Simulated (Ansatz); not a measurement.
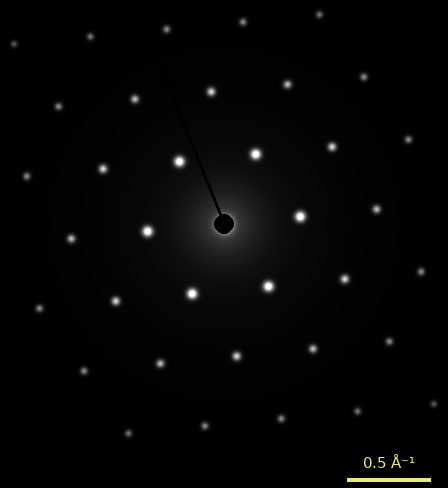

The pattern is a kinematic simulation for 200 kV electrons (no multiple scattering; isotropic B = 0.8 Å²).

It belongs to PmC, space group Pm-3m (No. 221), a = 3.060 Å. Structure: the input geometry of an electronic-structure calculation (not necessarily at equilibrium); the starting structure was generated, so it need not be a known form of this composition.

```
Pm C
1.0
     3.05958    0.00000    0.00000
     0.00000    3.05958    0.00000
     0.00000    0.00000    3.05958
Pm C
1 1
Cartesian
  0.0000 0.0000 0.0000
  1.5298 1.5298 1.5298
```

**Determine the zone axis from the geometry of the pattern.**

The spots form a hexagonal net with both shortest vectors at d = 2.16 Å, 60.0° apart. They index as -1 1 0 and -1 0 1, so the zone axis is [111] (or an equivalent direction of <111>).
